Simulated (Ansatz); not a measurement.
**CBr2F2 (dibromodifluoromethane): BHLYP/cc-pVDZ**

Aim: the electronic atomisation energy of CBr2F2 (dibromodifluoromethane) at BHLYP/cc-pVDZ, from 4 runs. 

The results are computed with Ansatz 0.2.0.

## Step 1: Starting point

CBr2F2 has 5 atoms, charge 0, and is taken as a singlet. As SMILES, `FC(F)(Br)Br`. The shape is that of a PBE0-D4/def2-TZVP optimisation.

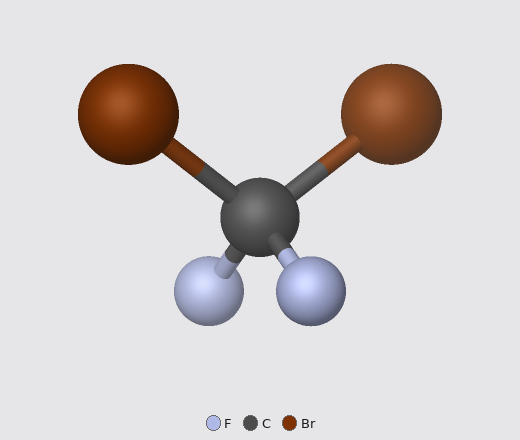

The structure, seen from a chosen angle (fluorine light blue, carbon dark grey, bromine brown).

## Step 2: A single-point energy at BHLYP/cc-pVDZ

Contents of in.yaml:

```yaml
crystal:
  periodic: [false, false, false]
  atoms:
    - symbol: F
      position_ang: [-0.970400, -0.113400, 0.986300]
    - symbol: C
      position_ang: [0.004800, -0.087600, 0.090900]
    - symbol: F
      position_ang: [0.914800, -0.981400, 0.446600]
    - symbol: Br
      position_ang: [-0.709300, -0.561200, -1.642100]
    - symbol: Br
      position_ang: [0.810000, 1.669900, 0.077000]
basis:
  gaussian: {orbitals: cc-pVDZ}
hamiltonian: {xc: {name: BHLYP}}
accuracy: high
output: {orbitals: {seedname: orbitals}}
```

Command:

```sh
$ ansatz run in.yaml --threads 1 --pin off --max-ram 3480MiB --events-out events.jsonl --progress --plain --runs-dir runs
```

Standard output:

```text
Warning: RAYON_NUM_THREADS=1 ignored (pool sized by the plan → 1); use --threads N
Functional definition: BHLYP
  name "BHLYP"
  parameter a = 0.5
  exchange = (1 - a)*b88_x + a*exact_x
  correlation = lyp_c
2003 factors; integrals over basis functions are off by at most 4.6e-9 eV
mean field evaluation 1: about -146555.5845 eV, gradient 3.6e1 eV
mean field evaluation 2: about -146554.1127 eV, gradient 4.8e1 eV
mean field evaluation 4: about -146558.0057 eV, gradient 1.4e0 eV
mean field evaluation 8: about -146558.3467 eV, gradient 1.1e-1 eV
mean field evaluation 16: about -146558.3468 eV, gradient 1.8e-5 eV
mean field -146558.34675481 eV, -5385.9199024240 hartree, gradient 2.1e-8 eV, S^2 0.000000; 0 other end points of the search recorded, 0 dependent functions left out
reference -146558.34677686 eV, -5385.9199032342 hartree; 47, 47 occupied and 49, 49 virtual orbitals, 2003 factors
Total energy: -146558.34677686 eV, -5385.9199032342 hartree
```

Wall time 8.4 s (1 thread of AMD EPYC 9R14 (Zen 4), shared host); peak memory 0.43 GiB.

## Step 3: The Br atom at the same level

Contents of input.yaml:

```yaml
crystal:
  periodic: [false, false, false]
  atoms:
    - {symbol: Br, position_ang: [0.000000, 0.000000, 0.000000]}
basis:
  gaussian: {orbitals: cc-pVDZ}
accuracy: high
hamiltonian: {xc: {name: BHLYP}}
magnetization: {spin_polarized: true, initial_magnetization: 1}
```

Run the same way, it converges to -2574.08047 Eh (log not shown).

## Step 4: The C atom, same level

Contents of job.yaml:

```yaml
crystal:
  periodic: [false, false, false]
  atoms:
    - symbol: C
      position_ang: [0.000000, 0.000000, 0.000000]
basis:
  gaussian:
    orbitals: cc-pVDZ
accuracy: high
magnetization:
  spin_polarized: true
  initial_magnetization: 2
hamiltonian:
  xc: {name: BHLYP}
```

Run the same way, it converges to -37.84127 Eh (log not shown).

## Step 5: The F atom

Contents of job.yaml:

```yaml
basis:
  gaussian:
    orbitals: cc-pVDZ
crystal:
  periodic: [false, false, false]
  atoms:
    - {symbol: F, position_ang: [0.000000, 0.000000, 0.000000]}
magnetization:
  spin_polarized: true
  initial_magnetization: 1
hamiltonian:
  xc: {name: BHLYP}
accuracy: high
```

Run the same way, it converges to -99.70476 Eh (log not shown).

## Step 6: Summary of results

Level: BHLYP/cc-pVDZ.

| quantity | value |
| --- | --- |
| molecule: total energy | -5385.91990 Eh |
| molecule: HOMO energy | -9.65 eV |
| molecule: LUMO energy | -0.45 eV |
| molecule: HOMO–LUMO gap | 9.20 eV |
| Br atom: total energy | -2574.08047 Eh |
| Br atom: ⟨S²⟩ | 0.752 |
| C atom: total energy | -37.84127 Eh |
| C atom: ⟨S²⟩ | 2.003 |
| F atom: total energy | -99.70476 Eh |
| F atom: ⟨S²⟩ | 0.751 |
| electronic atomisation energy | 13.828 eV |

Taking the molecule apart into free atoms costs 13.83 eV (319 kcal/mol), before zero-point energy and without spin-orbit coupling.
